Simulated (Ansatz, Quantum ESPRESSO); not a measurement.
# KMgF3 (Pm-3m): zone-centre phonons, part 3 of 3

Aim: the zone-centre modes of KMgF3 (Pm-3m).

Quantum ESPRESSO 7.5; DFT LDA, scalar-relativistic, plane waves, JTH PAW pseudopotentials.

So far, mean static dielectric tensor (ions relaxed, fixed cell): step 6 (zone-centre analysis) 6.38. The relaxed cell has a = 3.906 Å (conventional setting).

## (7) Sum rules set otherwise (asr crystal)

The rule can be imposed in more than one way; the choices should agree where the raw error is small.

Contents of dynmat.in:

```
 &input
    fildyn='g.dyn',
    asr='crystal',
    lperm=.true.,
 /
```

On the command line:

```console
$ dynmat.x -in dynmat.in > dynmat.out
```

Numbers of over 12 decimals in the logs are rounded to 6 here.

The log of the run:

```text
[banner, memory and clock lines left out]
Program DYNMAT v.7.5

     Reading Dynamical Matrix from file g.dyn
     ...Force constants read
     ...epsilon and Z* read
     Acoustic Sum Rule: || Z*(ASR) - Z*(orig)|| =    6.405720E-03
     Acoustic Sum Rule: ||dyn(ASR) - dyn(orig)||=    3.042428E-04
     A direction for q was not specified:TO-LO splitting will be absent

     Polarizability (A^3 units)
     multiply by 0.723257 for Clausius-Mossotti correction
         5.445525    0.000000    0.000000
         0.000000    5.445525    0.000000
         0.000000    0.000000    5.445525

     IR activities are in (D/A)^2/amu units

# mode   [cm-1]    [THz]      IR
    1     -0.00   -0.0000    0.0000
    2     -0.00   -0.0000    0.0000
    3     -0.00   -0.0000    0.0000
    4    159.85    4.7923    1.7636
    5    159.85    4.7923    1.7636
    6    159.85    4.7923    1.7636
    7    186.29    5.5849    0.0000
    8    186.29    5.5849    0.0000
    9    186.29    5.5849    0.0000
   10    284.78    8.5375    2.8219
   11    284.78    8.5375    2.8219
   12    284.78    8.5375    2.8219
   13    528.19   15.8346    4.0513
   14    528.19   15.8346    4.0513
   15    528.19   15.8346    4.0513

Electronic dielectric permittivity tensor (relative, adimensional)
         2.147905    0.000000    0.000000
         0.000000    2.147905    0.000000
         0.000000    0.000000    2.147905

 ... with zone-center polar mode contributions
         6.381621   -0.000000    0.000000
        -0.000000    6.381621    0.000000
         0.000000    0.000000    6.381621

[end of the log left out, with the tail of the file of modes that dynmat.x writes under the same name]
```

Run time: 0.48 s. Hardware: 1 thread of Arm Neoverse N1, shared host.

This step gave:

* mean static dielectric constant: 6.382

Zone-centre frequencies as printed; negative means imaginary. Modes:

```csv
mode,frequency (cm⁻¹)
1,0
2,0
3,0
4,159.8
5,159.8
6,159.8
7,186.3
8,186.3
9,186.3
10,284.8
11,284.8
12,284.8
13,528.2
14,528.2
15,528.2
```

Against the first rule no mode moves by more than 0.1 cm⁻¹.

## (8) Sum rules set otherwise: a sum rule for molecules or wires on a crystal

This rule also removes rotations, which suits molecules and not a crystal; it is tried to see the harm.

Contents of dynmat.in:

```
 &input
    fildyn='g.dyn',
    asr='zero-dim',
    lperm=.true.,
 /
```

On the command line:

```console
$ dynmat.x -in dynmat.in > dynmat.out
```

The log of the run:

```text
[banner, memory and clock lines left out]
Program DYNMAT v.7.5

     Reading Dynamical Matrix from file g.dyn
     ...Force constants read
     ...epsilon and Z* read
     Acoustic Sum Rule: || Z*(ASR) - Z*(orig)|| =    3.427421E-01
     Acoustic Sum Rule: ||dyn(ASR) - dyn(orig)||=    1.562415E-01
     A direction for q was not specified:TO-LO splitting will be absent

     Polarizability (A^3 units)
     multiply by 0.723257 for Clausius-Mossotti correction
         5.445525    0.000000    0.000000
         0.000000    5.445525    0.000000
         0.000000    0.000000    5.445525

     IR activities are in (D/A)^2/amu units

# mode   [cm-1]    [THz]      IR
    1     -0.00   -0.0000    0.0000
    2     -0.00   -0.0000    0.0000
    3     -0.00   -0.0000    0.0000
    4     -0.00   -0.0000    0.0000
    5      0.00    0.0000    0.0000
    6      0.00    0.0000    0.0000
    7    159.85    4.7923    1.7636
    8    179.50    5.3812    1.0980
    9    179.50    5.3812    1.0980
   10    247.65    7.4244    3.4396
   11    247.65    7.4244    3.4396
   12    284.78    8.5375    2.8219
   13    525.42   15.7518    4.1336
   14    525.42   15.7518    4.1336
   15    528.19   15.8346    4.0513

Electronic dielectric permittivity tensor (relative, adimensional)
         2.147905    0.000000    0.000000
         0.000000    2.147905    0.000000
         0.000000    0.000000    2.147905

 ... with zone-center polar mode contributions
         6.066757    0.157432    0.157432
         0.157432    6.066757    0.157432
         0.157432    0.157432    6.066757

[end of the log left out, with the tail of the file of modes that dynmat.x writes under the same name]
```

It took 0.48 s on 1 thread.

The run ended normally, but on settings that are not sound.

The fault: a sum rule for molecules or wires on a crystal; 3 optical modes are projected out to zero frequency, as if they were rotations, and the static dielectric tensor is spoilt.

For a crystal the rule has to be 'simple' or 'crystal'.

Zone-centre frequencies as printed; negative means imaginary. Modes:

```csv
mode,frequency (cm⁻¹)
1,0
2,0
3,0
4,0
5,0
6,0
7,159.8
8,179.5
9,179.5
10,247.7
11,247.7
12,284.8
13,525.4
14,525.4
15,528.2
```

## (9) The LO-TO splitting (1 0 0)

A longitudinal polar mode sets up a macroscopic field that stiffens it; the term hangs on the direction from which q goes to zero.

Contents of dynmat.in:

```
 &input
    fildyn='g.dyn',
    asr='simple',
    q(1)=1.0,
    q(2)=0.0,
    q(3)=0.0,
 /
```

On the command line:

```console
$ dynmat.x -in dynmat.in > dynmat.out
```

The log of the run:

```text
[banner, memory and clock lines left out]
Program DYNMAT v.7.5

     Reading Dynamical Matrix from file g.dyn
     ...Force constants read
     ...epsilon and Z* read

     Polarizability (A^3 units)
     multiply by 0.723257 for Clausius-Mossotti correction
         5.445525    0.000000    0.000000
         0.000000    5.445525    0.000000
         0.000000    0.000000    5.445525

     IR activities are in (D/A)^2/amu units

# mode   [cm-1]    [THz]      IR
    1     -0.00   -0.0000    0.0000
    2     -0.00   -0.0000    0.0000
    3      0.00    0.0000    0.0000
    4    159.85    4.7920    1.7645
    5    159.85    4.7920    1.7645
    6    186.26    5.5838    0.0000
    7    186.26    5.5838    0.0000
    8    186.26    5.5838    0.0000
    9    194.84    5.8412    0.2765
   10    284.84    8.5392    2.8186
   11    284.84    8.5392    2.8186
   12    350.28   10.5011    1.8162
   13    528.17   15.8341    4.0537
   14    528.17   15.8341    4.0537
   15    607.33   18.2072    6.5440

[end of the log left out, with the tail of the file of modes that dynmat.x writes under the same name]
```

It took 0.48 s on 1 thread.

This step gave:

```yaml
highest_mode_moved_by_the_lo_to_term: 607.3 cm⁻¹
```

Zone-centre frequencies as printed; negative means imaginary. Modes:

```csv
mode,frequency (cm⁻¹)
1,0
2,0
3,0
4,159.8
5,159.8
6,186.3
7,186.3
8,186.3
9,194.8
10,284.8
11,284.8
12,350.3
13,528.2
14,528.2
15,607.3
```

The field moves 3 modes; the highest of them now lies at 607 cm⁻¹, where the highest that moved away lay at 528.

## (10) Cross-check with Ansatz

The same cell goes through another code, with its own cutoff. The potentials differ. Its k mesh is centred on Γ.

This step: DFT LDA, scalar-relativistic, plane waves, PAW (Ansatz 0.2.0).

Contents of input.yaml:

```yaml
crystal:
  lattice:
    - [3.90644022, 0.0, 0.0]
    - [0.0, 3.90644022, 0.0]
    - [0.0, 0.0, 3.90644022]
  atoms:
    - { symbol: K, position: [0.5, 0.5, 0.5] }
    - { symbol: Mg, position: [0.0, 0.0, 0.0] }
    - { symbol: F, position: [0.5, 0.0, 0.0] }
    - { symbol: F, position: [0.0, 0.5, 0.0] }
    - { symbol: F, position: [0.0, 0.0, 0.5] }
kpoints:
  mp_grid: { grid: [6, 6, 6] }
hamiltonian:
  xc: lda
scf:
  occupations: { method: fixed }
output:
  eigenvalues: true
phonons:
  method: dfpt
  dielectric: true
  rigid_motions: translations
```

On the command line:

```console
$ ansatz run input.yaml --threads 4 --pin off --max-ram 8192MiB --backend cpu --events-out ev --progress --plain --runs-dir out
```

The log of the run:

```text
Engine: ansatz 0.2.0, aarch64-unknown-linux-gnu
Pseudopotentials: kind: paw
Pseudopotential: K, paw, valence charge 9, recommended cutoff 420 eV (normal), K.paw.azcp
Pseudopotential: Mg, paw, valence charge 10, recommended cutoff 420 eV (normal), Mg.paw.azcp
Pseudopotential: F, paw, valence charge 7, recommended cutoff 420 eV (normal), F.paw.azcp
Functional definition: SPW92
  exchange = slater_x
  correlation = pw_c
Crystal: 5 atoms, lattice volume = 59.613 Å³
Basis set: ecut = 420 eV, 1189 PW (Γ), exchange–correlation on 54×54×54 points (8 copies of the dense FFT grid, shifted against one another)
Bands: 25, of which v1, the nominal top of the filled ones, is band 20 counted from 1 (19 counted from 0)
Symmetry: 48 space group operations
k-points: 80 of 216 (irreducible under 2 space group operations, time reversal used)
Non-local potential: K, projectors of the file, l = 0: 3, l = 1: 2, l = 2: 2
Non-local potential: Mg, projectors of the file, l = 0: 3, l = 1: 2, l = 2: 1
Non-local potential: F, projectors of the file, l = 0: 2, l = 1: 2, l = 2: 1
PAW form: soft (Blöchl's): semilocal exchange-correlation on the pseudo side does not see the compensation charge
PAW frozen core: K, regenerated for the run's functional, and the local potential with it (the file was generated under x = pbe(κ = 0.804, μ = 0.219515), c = pbe(β = 0.066725))
PAW frozen core: Mg, regenerated for the run's functional, and the local potential with it (the file was generated under x = pbe(κ = 0.804, μ = 0.219515), c = pbe(β = 0.066725))
PAW frozen core: F, regenerated for the run's functional, and the local potential with it (the file was generated under x = pbe(κ = 0.804, μ = 0.219515), c = pbe(β = 0.066725))
PAW one-centre angular grid: K, 110 points (default); XC on 64 Gauss nodes
PAW one-centre angular grid: Mg, 110 points (default); XC on 64 Gauss nodes
PAW one-centre angular grid: F, 110 points (default); XC on 64 Gauss nodes
Initial density: superposition of atomic densities (neutral atoms: chi_scale 0, normalization atom), corrected by the library's trained network
Initial wavefunctions: pseudopotential atomic-orbital guess
Functional: x = slater, c = lda
SCF iter   1: F=—  HF=-5787.699695 eV  |F-HF|=—  |Δ(HF+E_count)|=         —  Δρ=2.05e-2  dr2=1.71e-1  ethr=1.77e-3  ⟨swp⟩=4.2  Hψ=8441  notcnv=0  defer=129
preconditioner: auto → Resta (q_TF=auto, 2.553 Å⁻¹)  ε∞=3.0  [insulator: Δε(μ)=7.194 eV  Ē_g=19.052 eV  n_scr=18 (ndim 8)  ℏωp=27.2 eV  f_vac=0.027  ε∞_Penn≈3.0]
SCF iter   2: F=—  HF=-5787.644629 eV  |F-HF|=—  |Δ(HF+E_count)|=   5.51e-2  Δρ=5.38e-3  dr2=5.64e-3  ethr=4.27e-4  ⟨swp⟩=2.0  Hψ=3666  notcnv=0  defer=220
SCF iter   3: F=—  HF=-5787.642397 eV  |F-HF|=—  |Δ(HF+E_count)|=   2.23e-3  Δρ=2.32e-3  dr2=1.69e-3  ethr=1.41e-5  ⟨swp⟩=2.1  Hψ=3405  notcnv=0  defer=228
SCF iter   4: F=—  HF=-5787.641883 eV  |F-HF|=—  |Δ(HF+E_count)|=   5.14e-4  Δρ=3.36e-4  dr2=3.41e-5  ethr=4.23e-6  ⟨swp⟩=2.0  Hψ=2987  notcnv=0  defer=224
SCF iter   5: F=—  HF=-5787.641885 eV  |F-HF|=—  |Δ(HF+E_count)|=   2.39e-6  Δρ=5.13e-5  dr2=6.16e-7  ethr=8.52e-8  ⟨swp⟩=2.3  Hψ=2449  notcnv=0  defer=83
SCF iter   6: F=—  HF=-5787.641889 eV  |F-HF|=—  |Δ(HF+E_count)|=   3.68e-6  Δρ=8.20e-6  dr2=2.02e-8  ethr=1.54e-9  ⟨swp⟩=2.1  Hψ=3181  notcnv=0  defer=80
SCF iter   7: F=—  HF=-5787.641889 eV  |F-HF|=—  |Δ(HF+E_count)|=   1.78e-9  Δρ=1.31e-6  dr2=9.64e-10  ethr=5.04e-11  ⟨swp⟩=2.2  Hψ=3185  notcnv=0  defer=80
SCF iter   8: F=-5787.641889 eV  HF=-5787.641889 eV  |F-HF|=6.37e-12  |Δ(HF+E_count)|=  6.22e-10  Δρ=1.80e-7  dr2=2.11e-11  ethr=1.00e-12  ⟨swp⟩=11.1  Hψ=13035  notcnv=0
SCF 1 converged in 8 iterations: F = -5787.641889 eV  dr2 = 2.11e-11
  greatest PAW one-centre occupation: 1.000 electrons in one spin orbital (limit 2), on the Mg atom at site 1 (counted from 0), in its partial waves of l = 1
DFPT response loops at Γ: preconditioner auto → none (the input reference at scf.mixing.eps_inf says where Resta's filter doesn't serve); β = 0.50; Broyden in place of MSR1
SCF converged after 8 iterations
Free energy (F): -5787.641889 eV
Harris-Foulkes:  -5787.641889 eV  (|F-HF|=6.37e-12)
Internal energy: -5787.641889 eV  (E = F + TS)
E sigma→0 (E₀):  -5787.641889 eV
Fermi energy:    3.019737 eV
--- Per-component energies (eV) ---
  E_band       = -485.537545
  E_kinetic    = 952.787110
  E_local      = -3645.067283  (includes V_loc(G=0)·N_el)
  E_nonlocal   = 338.618170
  E_hartree    = 1318.216979
  E_xc         = -399.281684
  E_vxc        = -508.514288  (∫ρ·V_xc dr)
  E_paw        = -1576.671255  (= ΣΔE_a)
  E_vpaw       = -259.801346  (= ΣTr[D̂ρ^β])
  E_aug_tail   = 0.005943  (compensation charges beyond the density's cutoff)
  E_ewald      = -2776.997604
  E_core_change = 0.747734  (= ΣΔE_core)
  E_smearing   = -0.000000  (= −TS)
  E_closure    = 0.000000  (closes the sum)
  Σ components = -5787.641889   (vs F -5787.641889, Δ=0.00e0)
--- Band table (eV; the first three rows and the last of 80) ---
  k-point 0: bands = [... 16 lower, 2.3148, 2.6974, 2.6974, 2.6974, 10.4748, 12.9000, 12.9000, 15.1899, ... 1 higher]
  k-point 1: bands = [... 16 lower, 2.2506, 2.4043, 2.6339, 2.6339, 10.9817, 13.1721, 13.2323, 15.3317, ... 1 higher]
  k-point 2: bands = [... 16 lower, 2.1256, 2.1256, 2.5058, 2.5058, 12.1888, 13.7462, 13.8686, 15.6661, ... 1 higher]
  k-point 79: bands = [... 16 lower, 1.8319, 3.0197, 3.0197, 3.0197, 13.4634, 13.4634, 13.4634, 17.1350, ... 1 higher]
--- Phonons (Γ-DFPT): 4 representative perturbations + reference, on 80 of 216 k-points (Σ response iterations 12) ---
  k mesh reduced under 2 symmetry operations, with k and −k counted as one. Each operation leaves every solved perturbation unchanged. A smaller set is not considered because the run solves the response to a homogeneous field
  ASR residual: 1.191e-4 → 0.000e0 eV/Å²; symmetrization residual: 2.892e-6 eV/Å²
  ASR residual per site (eV/Å²): 8.71e-5 2.17e-5 1.19e-4 1.19e-4 1.19e-4
  Γ frequencies (cm⁻¹): 0.00 0.00 0.00 156.45 156.45 156.45 186.64 186.64 186.64 286.01 286.01 286.01 514.80 514.80 514.80
  ε∞ (high-frequency dielectric tensor):
        2.161777    -0.000000     0.000000
       -0.000000     2.161777     0.000000
       -0.000000     0.000000     2.161777
  ε⁰ (static dielectric tensor: ions relaxed, cell fixed):
        6.596642     0.000000    -0.000000
        0.000000     6.596642    -0.000000
       -0.000000    -0.000000     6.596642
  ε⁰ − ε∞ (ionic part):
        4.434865     0.000000    -0.000000
        0.000000     4.434865    -0.000000
       -0.000000    -0.000000     4.434865
  softest optical mode at Γ: 156.45 cm⁻¹; the repairs (sum rule, projections) moved no ω² at Γ by more than (1.53 cm⁻¹)²
  Born effective charges Z* (e; rows j = field, columns β = displacement):
    site 0:
         1.19456    0.00000   -0.00000
        -0.00000    1.19456    0.00000
         0.00000    0.00000    1.19456
    site 1:
         1.98473    0.00000   -0.00000
         0.00000    1.98473    0.00000
         0.00000    0.00000    1.98473
    site 2:
        -1.24777   -0.00000   -0.00000
         0.00000   -0.96576    0.00000
         0.00000    0.00000   -0.96576
    site 3:
        -0.96576   -0.00000    0.00000
         0.00000   -1.24777    0.00000
         0.00000    0.00000   -0.96576
    site 4:
        -0.96576   -0.00000   -0.00000
         0.00000   -0.96576    0.00000
         0.00000    0.00000   -1.24777
  Z* charge neutrality: 3.003e-5 e pre-enforcement
  k-mesh period / interband length: 23.4 Å / 0.86 Å = 27.31 at k = (0.0000, 0.0000, 0.0000), direct gap 7.777 eV — 14 or more, which is no proof of convergence
  optical modes at Γ without the LO–TO term, one row a degenerate level:
      ω (cm⁻¹)  modes    IR ((D/Å)²/amu)
        156.45      3             5.3931
        186.64      3             0.0000
        286.01      3             8.6360
        514.80      3            12.1819
  optical modes at Γ + LO–TO along q̂ = [1.0000, 0.0000, 0.0000]:
      ω (cm⁻¹)  modes    IR ((D/Å)²/amu)
        156.45      2             3.5954
        186.64      3             0.0000
        192.57      1             0.2845
        286.01      2             5.7574
        350.11      1             1.7233
        514.80      2             8.1212
        596.86      1             6.7292
  optical modes at Γ + LO–TO along q̂ = [0.0000, 1.0000, 0.0000]:
      ω (cm⁻¹)  modes    IR ((D/Å)²/amu)
        156.45      2             3.5954
        186.64      3             0.0000
        192.57      1             0.2845
        286.01      2             5.7574
        350.11      1             1.7233
        514.80      2             8.1212
        596.86      1             6.7292
  optical modes at Γ + LO–TO along q̂ = [0.0000, 0.0000, 1.0000]:
      ω (cm⁻¹)  modes    IR ((D/Å)²/amu)
        156.45      2             3.5954
        186.64      3             0.0000
        192.57      1             0.2845
        286.01      2             5.7574
        350.11      1             1.7233
        514.80      2             8.1212
        596.86      1             6.7292
```

It took 37 s on 4 threads; peak memory 0.69 GiB; 2.3 min of CPU time.

This step gave:

| Item | Value |
| --- | --- |
| gap on the k-mesh | 7.455 eV |
| sum-rule residual before enforcement | 1.19e-4 eV/Å² |
| miss of the charge sum rule | 3.00e-5 e |
| highest optical zone-centre mode (no LO-TO term) | 514.8 cm⁻¹ |
| lowest optical zone-centre mode | 156.4 cm⁻¹ |
| mean high-frequency dielectric constant | 2.162 |
| largest Born charge in size (third of the trace) | 1.985 e |
| mean static dielectric constant | 6.597 |
| highest mode moved by the LO-TO term | 596.9 cm⁻¹ |

Transverse modes. Infrared lines, with heights relative to the strongest:

```csv
position (cm⁻¹),label,"IR intensity ((D/Å)²/amu), degenerate modes summed, relative"
156,T1u,44
187,T2u,0.0
286,T1u,71
515,T1u,100
```

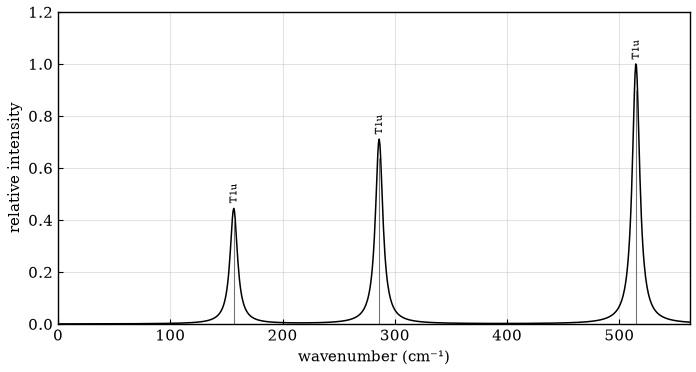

The infrared spectrum, broadened with Lorentzians of width 8 cm⁻¹; bars mark the lines.

## (11) Side by side: QE JTH and Ansatz, PAW

Worked out from the results:

```yaml
root_mean_square_difference: 6.93 cm⁻¹
largest_difference: 13.37 cm⁻¹
```

The 12 of 12 modes that differ most. Frequencies side by side:

```csv
q (reciprocal lattice),mode,QE JTH (cm⁻¹),"Ansatz, PAW (cm⁻¹)"
0 0 0,4,159.8,156.4
0 0 0,5,159.8,156.4
0 0 0,6,159.8,156.4
0 0 0,7,186.3,186.6
0 0 0,8,186.3,186.6
0 0 0,9,186.3,186.6
0 0 0,10,284.8,286
0 0 0,11,284.8,286
0 0 0,12,284.8,286
0 0 0,13,528.2,514.8
0 0 0,14,528.2,514.8
0 0 0,15,528.2,514.8
```

The two runs side by side. Further quantities:

```csv
quantity,QE JTH,"Ansatz, PAW"
mean ε∞,2.148,2.162
"largest Born charge in size (e; the first before, the second after the charge sum rule)",1.97,1.985
```

At the zone centre the largest difference (acoustic modes at Γ apart) is 3 % of the highest mode.

## (12) Outcome

| Property | Result |
| --- | --- |
| space group after relaxation | Pm-3m |
| volume per atom | 11.9 Å³ |
| gap on the k-mesh | 7.44 eV |
| highest optical zone-centre mode (no LO-TO term) | 528.2 cm⁻¹ |
| lowest optical zone-centre mode | 159.8 cm⁻¹ |
| highest mode moved by the LO-TO term | 607.3 cm⁻¹ |
| mean high-frequency dielectric constant | 2.15 |
| largest Born charge in size (third of the trace) | 1.97 e |
| mean static dielectric constant | 6.38 |
| imaginary optical modes at the zone centre (no q mesh in this session) | none |
| largest difference from Ansatz, PAW | 13.4 cm⁻¹ |

**Reading.** At the LDA level the optical modes of KMgF3 (Pm-3m) at the zone centre (no LO-TO term) run from 160 to 528 cm⁻¹. Along the directions run, the highest mode that the macroscopic field moves lies at 607 cm⁻¹. Lattice motion raises the mean dielectric constant from 2.148 to 6.381. Of the 12 optical modes, 9 are infrared active alone and 3 are silent. QE JTH and Ansatz, PAW differ by 6.9 cm⁻¹ in the root mean square and by 13.4 cm⁻¹ at most, 2.5 % of the highest mode compared (acoustic modes at Γ left out); the two use different potentials, and the cell was not relaxed for the second set. These are harmonic frequencies at zero temperature: anharmonic shifts and linewidths and thermal expansion are left out.

[Host names and launcher messages were left out of these logs when they were recorded.]

[Logs are printed without paths, hosts, clocks, repeated set-up lines and the standing remarks that a program may print on its own settings, such as how far it seeks lower states.]

[Hosts, paths, dates, database ids (printed as entryN), source tags and the programs' standing remarks are cut or masked in the printed files.]
